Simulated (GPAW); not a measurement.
**As K-edge XANES of zinc-blende (AlAs)₁₋ₓ(InAs)ₓ at x = 0.125**

Aim: the As K edge in zinc-blende (AlAs)₁₋ₓ(InAs)ₓ at x = 0.125, one member of a composition series.

Main program and level: GPAW 26.7.0; X-ray absorption from dipole matrix elements to empty bands, plane-wave PAW PBE.

## Step 1: The structure

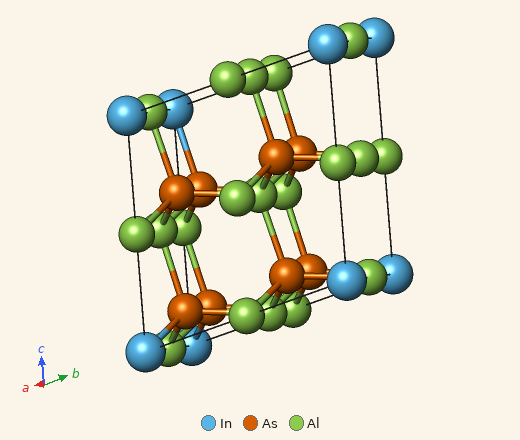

The cell as given, slightly off an axis (indium blue, arsenic orange, aluminium green). Bonds to atoms that aren't drawn are left out. Some periodic images of atoms are drawn too.

The cell holds 16 atoms: 1 In, 8 As and 7 Al. Its edges and angles: a = 8.076 Å, b = 8.076 Å, c = 8.076 Å, α = 60.0°, β = 60.0°, γ = 60.0°. 16-atom zinc-blende cell, 1 of 8 Al sites taken by In at random, lattice constants typed for the ends and interpolated (Vegard).

## Step 2: Relaxation

Bond lengths around the absorber set the edge shape, so the atoms are relaxed before any spectrum.

The input, relax.py:

```python
import numpy as np
from ase import Atoms
from ase.parallel import parprint, paropen
from gpaw import GPAW, PW, FermiDirac, Mixer, MixerDif, setup_paths
from ase.optimize import BFGS

atoms = Atoms('InAsAlAsAlAsAlAsAlAsAlAsAlAsAlAs',
    cell=[[0, 5.710625, 5.710625],
     [5.710625, 0, 5.710625],
     [5.710625, 5.710625, 0]],
    scaled_positions=[[0.000702, 0.999786, 0.999169],
     [0.124922, 0.126503, 0.125306],
     [0.002441, 0.00295, 0.496937],
     [0.127742, 0.12593, 0.625361],
     [0.001251, 0.502474, 0.000379],
     [0.125947, 0.625115, 0.126024],
     [0.996888, 0.501744, 0.49819],
     [0.125149, 0.621008, 0.627212],
     [0.500857, 0.996183, 0.001749],
     [0.622457, 0.12194, 0.125281],
     [0.496251, 0.999985, 0.501831],
     [0.623885, 0.127318, 0.624288],
     [0.498955, 0.497988, 0.999568],
     [0.625075, 0.628299, 0.122188],
     [0.500083, 0.495926, 0.501771],
     [0.62364, 0.622983, 0.626119]],
    pbc=True)
atoms.calc = GPAW(legacy_gpaw=True, mode=PW(400, force_complex_dtype=True), xc='PBE', setups={},
    kpts={'size': (3, 3, 3), 'gamma': True}, occupations=FermiDirac(0.08),
    charge=0, mixer=Mixer(0.1, 5, 50), maxiter=150,
    convergence={'density': 0.0001, 'eigenstates': 1e-6}, txt='relax.txt')
steps = []
opt = BFGS(atoms, logfile='-')
opt.attach(lambda: steps.append([atoms.get_potential_energy(), float(np.linalg.norm(atoms.get_forces(), axis=1).max())]))
done = opt.run(fmax=0.05, steps=30)
out = dict(done=bool(done), steps=steps, frac=atoms.get_scaled_positions().tolist())
import json
with paropen('out.json', 'w') as f:
    json.dump(out, f)
```

Launch:

```sh
OMP_NUM_THREADS=1 mpirun -n 4 gpaw python relax.py
```

Numbers of over 12 decimals in the logs are rounded to 6 here.

The program printed:

```text
Input parameters:
  convergence: {density: 0.0001,
                eigenstates: 1e-06}
  kpts: {gamma: True,
         size: (3, 3, 3)}
  maxiter: 150
  mixer: {backend: pulay,
          beta: 0.1,
          method: separate,
          nmaxold: 5,
          weight: 50}
  mode: {ecut: 400.0,
         force_complex_dtype: True,
         name: pw}
  occupations: {fixmagmom: False,
                name: fermi-dirac,
[...]
14 Al    0.00983    0.00605    0.01108
 15 As   -0.01122   -0.00194    0.00101
Step     Time          Energy          fmax
BFGS:    0 02:03:31      -72.664623        1.660103
BFGS:    1 02:03:50      -72.792964        1.247144
BFGS:    2 02:04:17      -72.991780        0.166080
BFGS:    3 02:04:33      -72.996213        0.114968
BFGS:    4 02:04:49      -72.997891        0.088864
BFGS:    5 02:05:04      -72.999095        0.057159
BFGS:    6 02:05:18      -72.999750        0.029424
[key lines of the parts left out:]
Converged after 6 iterations.
Dipole moment: (-23.506225, -23.323872, -23.286480) |e|*Ang
Free energy:    -72.999750
Fermi level: 5.15034
```

The job ended after 2.4 min (4 MPI ranks of Arm Neoverse V2, shared host; peak memory 0.32 GiB).

In 6 steps the energy fell by 335 meV (energies extrapolated to zero smearing) and the largest force to 0.029 eV/Å. Atom 4 (As; the text counts from 1, the script from 0) is among those that moved most, by 0.11 Å.

## Step 3: The field without a hole

A plain self-consistent run shows whether there is a gap, which decides the set-up of the core-hole run.

The input, scf.py:

```python
import numpy as np
from ase import Atoms
from ase.parallel import parprint, paropen
from gpaw import GPAW, PW, FermiDirac, Mixer, MixerDif, setup_paths
from gpaw.test import gen
setup_paths.insert(0, '.')
gen('As', name='nch1s', xcname='PBE', corehole=(1, 0, 0), write_xml=True)
from gpaw.mpi import world
world.barrier()

atoms = Atoms('InAsAlAsAlAsAlAsAlAsAlAsAlAsAlAs',
    cell=[[0, 5.710625, 5.710625],
     [5.710625, 0, 5.710625],
     [5.710625, 5.710625, 0]],
    scaled_positions=[[0.9993717, 0.0009298, 0.0003026],
     [0.1301835, 0.1317072, 0.1303333],
     [0.0007461, 0.9994261, 0.5002602],
     [0.1302817, 0.1313679, 0.608835],
     [0.9997232, 0.5018788, 0.9994763],
     [0.1309197, 0.6093394, 0.1307685],
     [0.9974957, 0.50165, 0.5007784],
     [0.124211, 0.6251941, 0.6250494],
     [0.5001254, 0.9982624, 0.9990075],
     [0.6077104, 0.1285516, 0.1312391],
     [0.5002441, 0.998678, 0.5012748],
     [0.6261869, 0.1237917, 0.6245452],
     [0.5011751, 0.4983397, 0.9998622],
     [0.6252671, 0.6239183, 0.1245454],
     [0.4992882, 0.4988364, 0.4996362],
     [0.623306, 0.6242594, 0.6254592]],
    pbc=True)
atoms.calc = calc = GPAW(legacy_gpaw=True, mode=PW(400, force_complex_dtype=True), xc='PBE', setups={1: 'nch1s'},
    kpts={'size': (3, 3, 3), 'gamma': True}, occupations=FermiDirac(0.05),
    charge=0, mixer=Mixer(0.1, 5, 50), maxiter=150,
    convergence={'density': 0.0001, 'eigenstates': 1e-6}, txt='scf.txt')
energy = atoms.get_potential_energy() + calc.get_reference_energy()
ef = calc.get_fermi_level()
out = dict(energy=energy, fermi=ef, forces=atoms.get_forces().tolist())
parprint(f'all-electron energy {energy:.4f} eV, Fermi level {ef:.4f} eV')
ev = np.array([[calc.get_eigenvalues(k, s) for k in range(len(calc.get_ibz_k_points()))] for s in range(calc.get_number_of_spins())])
out['homo'], out['lumo'], out['counts'] = ev[ev < ef].max(), ev[ev > ef].min(), sorted(set((ev < ef).sum((0, 2)).tolist()))
out['filled'] = (ev[:, 0] < ef).sum(1).tolist()
import json
with paropen('out.json', 'w') as f:
    json.dump(out, f)
```

Launch:

```sh
OMP_NUM_THREADS=1 mpirun -n 4 gpaw python scf.py
```

The program printed:

```text
Input parameters:
  convergence: {density: 0.0001,
                eigenstates: 1e-06}
  kpts: {gamma: True,
         size: (3, 3, 3)}
  maxiter: 150
  mixer: {backend: pulay,
          beta: 0.1,
          method: separate,
          nmaxold: 5,
          weight: 50}
  mode: {ecut: 400.0,
         force_complex_dtype: True,
         name: pw}
  occupations: {fixmagmom: False,
                name: fermi-dirac,
                width: 0.05}
  setups: {1: nch1s}
  xc: PBE

Initialize ...

[... PAW data sets ...]

Reference energy: -698223.172126  # eV

Spin-paired calculation

[... convergence settings ...]
Symmetries present (total): 1
  [... symmetry matrices ...]

27 k-points: 3 x 3 x 3 Monkhorst-Pack grid
14 k-points in the irreducible part of the Brillouin zone
       k-points in crystal coordinates                weights
   0:     0.00000000    0.00000000    0.00000000          1/27
   1:     0.00000000    0.00000000    0.33333333          2/27
   2:     0.00000000    0.33333333   -0.33333333          2/27
   3:     0.00000000    0.33333333    0.00000000          2/27
   4:     0.00000000    0.33333333    0.33333333          2/27
   5:     0.33333333   -0.33333333   -0.33333333          2/27
   6:     0.33333333   -0.33333333    0.00000000          2/27
   7:     0.33333333   -0.33333333    0.33333333          2/27
   8:     0.33333333    0.00000000   -0.33333333          2/27
   9:     0.33333333    0.00000000    0.00000000          2/27
          ...
  13:     0.33333333    0.33333333    0.33333333          2/27

Wave functions: Plane wave expansion
  Cutoff energy: 400.000 eV
  Number of coefficients (min, max): 6735, 6774
  Pulay-stress correction: 0.000000 eV/Ang^3 (de/decut=0.000000)
  Using FFTW library
  Wavefunction extrapolation:
    Improved wavefunction reuse through dual PAW basis

Occupation numbers: Fermi-Dirac:
  width: 0.0500  # eV

Eigensolver
   Davidson(niter=2)

Densities:
  Coarse grid: 40*40*40 grid
  Fine grid: 80*80*80 grid
  Total Charge: 0.000000

Density mixing:
  Method: separate
  Backend: pulay
  Linear mixing parameter: 0.1
  old densities: 5
  Width of damping distribution: 1.1
  Damping of long wavelength oscillations: 50

[... Hamiltonian set-up ...]
Number of atoms: 16
Number of atomic orbitals: 69
Number of bands in calculation: 49
Number of valence electrons: 74
Bands to converge: occupied

... initialized

Initializing position-dependent things.

Density initialized from atomic densities
Creating initial wave functions:
  49 bands from LCAO basis set

                                   Al

                          Al            Al

                            As Al
                                 Al
                    As
          In            Al
                     As
                             Al
             As            As

                  As
                   As

           As

Atomic positions and initial magnetic moments

Positions:
   0 In     0.007038    5.708765    5.712347    ( 0.0000,  0.0000,  0.0000)
   1 As     1.496415    1.487714    1.495560    ( 0.0000,  0.0000,  0.0000)
   2 Al     8.564146    2.861059    5.711608    ( 0.0000,  0.0000,  0.0000)
   3 As     4.227021    4.220818    1.494183    ( 0.0000,  0.0000,  0.0000)
   4 Al     8.573676   11.416679    8.575086    ( 0.0000,  0.0000,  0.0000)
   5 As     4.226479    1.494403    4.227342    ( 0.0000,  0.0000,  0.0000)
   6 Al     5.724493    8.556082    8.561059    ( 0.0000,  0.0000,  0.0000)
[...]
13 As     4.274196    4.281898    7.133629    ( 0.0000,  0.0000,  0.0000)
  14 Al     5.701903    5.704483    5.699915    ( 0.0000,  0.0000,  0.0000)
  15 As     7.136674    7.131230    7.124378    ( 0.0000,  0.0000,  0.0000)

Unit cell:
           periodic     x           y           z      points  spacing
  1. axis:    yes    0.000000    5.710625    5.710625    40     0.1649
  2. axis:    yes    5.710625    0.000000    5.710625    40     0.1649
  3. axis:    yes    5.710625    5.710625    0.000000    40     0.1649

  Lengths:   8.076043   8.076043   8.076043
  Angles:   60.000000  60.000000  60.000000

Effective grid spacing dv^(1/3) = 0.1799

iter:   1   -74.164013
iter:   2   -73.727704   -2.15  -0.88
iter:   3   -73.063199   -1.60  -0.93
iter:   4   -72.974374   -2.76  -1.34
iter:   5   -73.028143   -2.97  -1.41
iter:   6   -73.012015   -2.96  -1.87
iter:   7   -73.003742c  -4.41  -2.11
iter:   8   -73.002681c  -4.22  -2.28
iter:   9   -72.999183c  -4.12  -2.37
iter:  10   -72.999014c  -5.18  -2.98
iter:  11   -72.998963c  -6.24c -3.22
iter:  12   -72.998938c  -6.02c -3.41
iter:  13   -72.998931c  -6.89c -3.66
iter:  14   -72.998931c  -8.23c -3.86
iter:  15   -72.998934c  -7.25c -3.91
iter:  16   -72.998934c  -8.32c -4.38c

Converged after 16 iterations.

Dipole moment: (-23.508110, -23.325491, -23.287926) |e|*Ang

Energy contributions relative to reference atoms: (reference = -698223.172126)

Kinetic:       +161.897011
Potential:     -144.280504
External:        +0.000000
XC:             -90.832764
Entropy (-ST):   -0.000000
Local:           +0.217323
SIC:             +0.000000
--------------------------
Free energy:    -72.998934
Extrapolated:   -72.998934

Showing only first 2 kpts
 Kpt  Band  Eigenvalues  Occupancy
  0    35      4.43229    2.00000
  0    36      4.43566    2.00000
  0    37      5.84424    0.00000
  0    38      5.84709    0.00000

  1    35      4.19128    2.00000
  1    36      4.19581    2.00000
  1    37      6.38835    0.00000
  1    38      6.48947    0.00000

Fermi level: 5.14126

Gap: 1.409 eV
Transition (v -> c):
  (s=0, k=0, n=36, [0.00, 0.00, 0.00]) -> (s=0, k=0, n=37, [0.00, 0.00, 0.00])
No difference between direct/indirect transitions

Forces in eV/Ang:
  0 In    0.00549    0.00091   -0.00488
  1 As   -0.02257   -0.00388   -0.00626
  2 Al    0.00992   -0.00804   -0.00462
  3 As    0.00356   -0.00613   -0.00913
  4 Al   -0.00877    0.00274   -0.01266
  5 As   -0.00031   -0.01590   -0.00963
  6 Al   -0.01874    0.01905    0.00237
[...]
13 As    0.01255    0.01024   -0.00620
 14 Al    0.00991    0.00710    0.01040
 15 As   -0.00911    0.00054    0.00221
Scalar-relativistic atomic PBE calculation for As (Arsenic, Z=33)
Core hole in 1s state (1s occupation: 2.0)
600 radial gridpoints.
|------------------------------------------------|
|------------------------------------------------|
[... the atom generator's iteration count ...]

Energy contributions:
-------------------------
Kinetic:    +2302.762658
XC:           -83.595879
Potential:  -4479.359419
-------------------------
Total:      -2260.192640

state      eigenvalue         ekin         rmax
-----------------------------------------------
1s^2.0 :  -430.411635   551.249601        0.030
2s^2.0 :   -54.613586   106.674080        0.170
2p^6.0 :   -47.910665   103.785672        0.136
3s^2.0 :    -6.990179    24.693859        0.522
3p^6.0 :    -4.913004    22.195959        0.521
3d^10.0:    -1.493755    17.032069        0.477
4s^2.0 :    -0.532368     3.019714        1.617
4p^3.0 :    -0.190938     1.759224        1.985
-----------------------------------------------
(units: Bohr and Hartree)

Generating PAW setup
Kinetic energy of the core from tauc = 2318.288972328952
Cutoffs:
rc(s)=2.000
rc(p)=2.000
rc(d)=2.000
rc(vbar)=1.800
rc(comp)=2.000
rc(nct)=2.000

Kinetic energy of the core states: 2291.445558
Charge: 0.0
Core electrons: 28.0
Valence electrons: 5.0
Pseudo-core charge: 1.207321
Shape function alpha=2.500
Pseudo-electron charge 6.663542
state    eigenvalue         norm
--------------------------------
4s(2) :    -0.532368     1.194216
*s    :     0.467632
4p(3) :    -0.190938     1.022597
*p    :     0.809062
*d    :     0.000000
--------------------------------

Diagonalizing with gridspacing h=0.050

state   all-electron     PAW
-------------------------------
4s:      -0.532368    -0.532674
4p:      -0.190938    -0.191179
*d:                    0.035724
*f:                    0.070513
-------------------------------
all-electron energy -698296.1711 eV, Fermi level 5.1413 eV
```

Run time: 39 s. Hardware: 4 MPI ranks; peak memory 0.33 GiB; 2.6 min of CPU time.

The mesh shows a gap of 1.41 eV. The excited electron is kept all the same, so that all members of the series, with or without a gap, are treated alike.

## Step 4: Reference energy of the cell

The photon energy needs a difference of total energies, so the cell and mesh of the coming hole run are first run without a hole.

scf.py, as its differences from that of step 3:

```diff
@@ -32,3 +32,3 @@
 atoms.calc = calc = GPAW(legacy_gpaw=True, mode=PW(400, force_complex_dtype=True), xc='PBE', setups={1: 'nch1s'},
-    kpts={'size': (3, 3, 3), 'gamma': True}, occupations=FermiDirac(0.05),
+    kpts={'size': (3, 3, 3), 'gamma': True}, occupations=FermiDirac(0.02),
     charge=0, mixer=Mixer(0.1, 5, 50), maxiter=150,
```

The program printed:

```text
Input parameters:
  convergence: {density: 0.0001,
                eigenstates: 1e-06}
  kpts: {gamma: True,
         size: (3, 3, 3)}
  maxiter: 150
  mixer: {backend: pulay,
          beta: 0.1,
          method: separate,
          nmaxold: 5,
          weight: 50}
  mode: {ecut: 400.0,
         force_complex_dtype: True,
         name: pw}
  occupations: {fixmagmom: False,
                name: fermi-dirac,
[...]
4s(2) :    -0.532368     1.194216
*s    :     0.467632
4p(3) :    -0.190938     1.022597
*p    :     0.809062
*d    :     0.000000
--------------------------------

Diagonalizing with gridspacing h=0.050

state   all-electron     PAW
-------------------------------
4s:      -0.532368    -0.532674
4p:      -0.190938    -0.191179
*d:                    0.035724
*f:                    0.070513
-------------------------------
all-electron energy -698296.1711 eV, Fermi level 4.9043 eV
[key lines of the parts left out:]
Converged after 16 iterations.
Dipole moment: (-23.508110, -23.325491, -23.287926) |e|*Ang
Free energy:    -72.998934
Fermi level: 4.90429
```

Elapsed: 39 s, on 4 MPI ranks; peak memory 0.33 GiB.

Reference energy: -698296.171 eV with the cores included.

(Part 1 of 3 ends here.)

[Banner, clock and machine lines of the logs are left out without a mark of their own.]

[Logs are printed without paths, hosts, clocks, repeated set-up lines and the standing remarks that a program may print on its own settings, such as how far it seeks lower states.]

[Hosts, paths, dates, database ids (printed as entryN), source tags and the programs' standing remarks are cut or masked in the printed files.]

[Lists of maxima count a maximum above −3 eV only where it reaches 4 % of the highest in the window and stands out from its surroundings by 2 % of it (1.5 % where it reaches 55 %); shoulders and weaker maxima are passed over, and of the rest the first, up to two pre-edge ones and the few strongest are named.]
